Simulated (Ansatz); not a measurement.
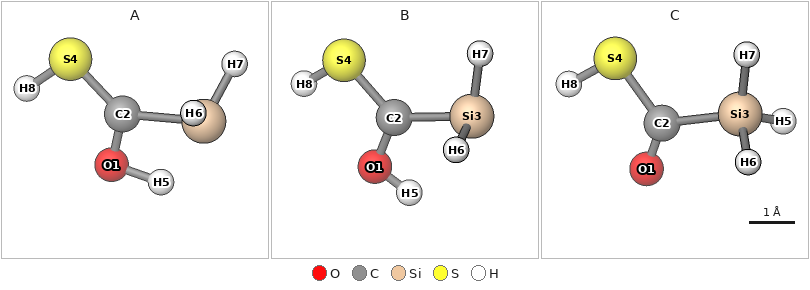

3 geometries from a converged minimum-energy path of CH₄OSSi, shuffled. A ball-and-stick model, seen at a tilt.

Method: RKS r2SCAN-D4/def2-SVP in Ansatz 0.2.0. Set-up: 7 movable images; climbing image; force threshold 0.03 eV/Å; iteration limit 60; starting path through a guess of the saddle point.

### Which of them lies highest in energy?

A. In order along the path, whose images run from 0 to 8: B (image 2, +27.7 kJ/mol), A (image 4, +90.2 kJ/mol), C (image 8, −145.3 kJ/mol). A hydrogen atom shifts from one atom to another. Breaking: O1–H5 (0.97 → 1.21 at the top → 3.28 Å). Forming: Si3–H5 (2.77 → 1.92 at the top → 1.49 Å).

Cost: 2.9 min on 2 threads of Intel(R) Xeon(R) Platinum 8488C (Sapphire Rapids), on a shared host, peak memory 0.17 GiB.
